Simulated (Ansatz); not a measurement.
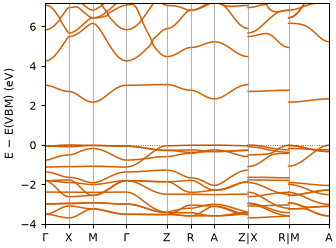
Figure. Band structure from r²SCAN in the plane-wave PAW code Ansatz

Read off the gap and where the band edges lie.

About 2.2 eV (2.17 eV by a search for the band edges); maximum at X, minimum at M.

The material is K2PtCl4 in space group P4/mmm (No. 123; K on 2e, Pt on 1a, Cl on 4j).

The workflow started from a Materials Project entry (that database holds measured and hypothetical structures alike); the Crystallography Open Database files this formula in space group No. 123, but the cells were not matched. Its standing as an ambient phase is unchecked. The r²SCAN relaxation kept the symmetry of its start; whether a distortion lowers the energy is not shown. The run is not spin-polarised. Spin–orbit coupling is left out wherever it is not named.

Potentials: the later of the program's two PAW sets.
